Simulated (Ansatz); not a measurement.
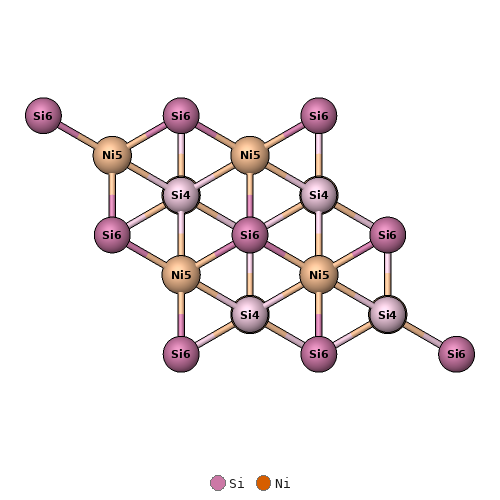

The system is Cl on a Si₂Ni(111) slab cut from the Fm-3m phase, its upper half relaxed before the scan (6 atoms of substrate and one adsorbate in a 1 × 1 cell); the picture shows it without the atoms that are moved over the map. Cl is moved over the surface cell at a fixed height above a rigid substrate; the origin of the map has the adsorbate above Si6; the height is held at 3.10 Å. Places are given modulo a cell vector. The map is drawn in real space over the plane of the surface. The scan uses a 6 × 6 grid; 10 points were computed and 26 follow by symmetry. Energies are in eV, from the lowest grid point. The runs have no spin polarisation, so an open-shell adsorbate far from the surface lies too high. With one adsorbate in each 1 × 1 cell, its nearest image is 3.8 Å away, so neighbouring adsorbates interact. At a fixed height the lowest place need not be the adsorption site. These are results of DFT PBE+D3(BJ), scalar-relativistic, plane waves, PAW (Ansatz), not measurements. Settings: cutoff 420 eV, k-mesh 9×9×1, gaussian smearing 0.1 eV, no spin polarisation.

Range: position of Cl7 along the first surface vector from 0.000 to 0.833; position of Cl7 along the second surface vector from 0.000 to 0.833.

Q: Predict the map.

A: The lowest grid point is at the top site over a surface Si atom, (0/6, 0/6) of the cell vectors. It is the only kind of minimum in the scanned range. The highest grid point, a threefold hollow over a second-layer Ni atom, (2/6, 4/6) of the cell vectors, lies 0.473 eV above the lowest. On the interpolated surface the easiest way out of the lowest well to its copy in the next cell or period passes a barrier of about 0.38 eV. At the lowest point the adsorbate has 1 Si at 3.10 Å as nearest neighbours, at the highest 1 Ni at 3.80 Å and 3 Si at 3.80 Å.

| second ↓, first → | 0/6 | 1/6 | 2/6 | 3/6 | 4/6 | 5/6 |
| --- | --- | --- | --- | --- | --- | --- |
| 5/6 | 0.090 | 0.239 | 0.404 | 0.404 | 0.239 | 0.090 |
| 4/6 | 0.283 | 0.404 | 0.473 | 0.404 | 0.283 | 0.226 |
| 3/6 | 0.387 | 0.404 | 0.404 | 0.387 | 0.367 | 0.367 |
| 2/6 | 0.283 | 0.239 | 0.283 | 0.367 | 0.408 | 0.367 |
| 1/6 | 0.090 | 0.090 | 0.226 | 0.367 | 0.367 | 0.226 |
| 0/6 | 0.000 | 0.090 | 0.283 | 0.387 | 0.283 | 0.090 |

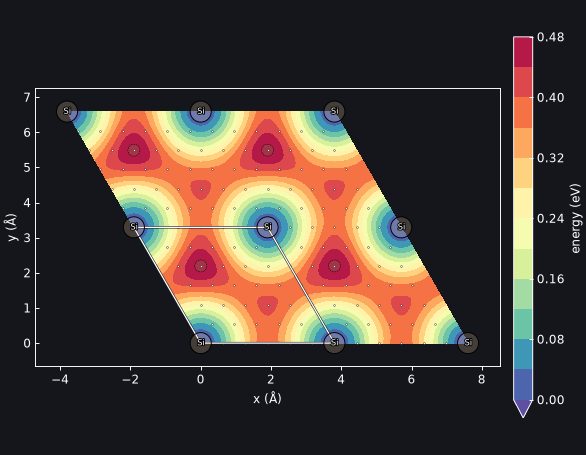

The picture shows filled contours, dots at the grid points, labelled circles for the atoms of the top layer and small ones for the second layer, the outline of one cell of the 2 × 2 shown. Between grid points the surface is interpolated.

Time for the 10 points that were run: 6.1 min on 1 thread of Arm Neoverse V1, with other jobs on the host.

PAW datasets: the set soft_1.
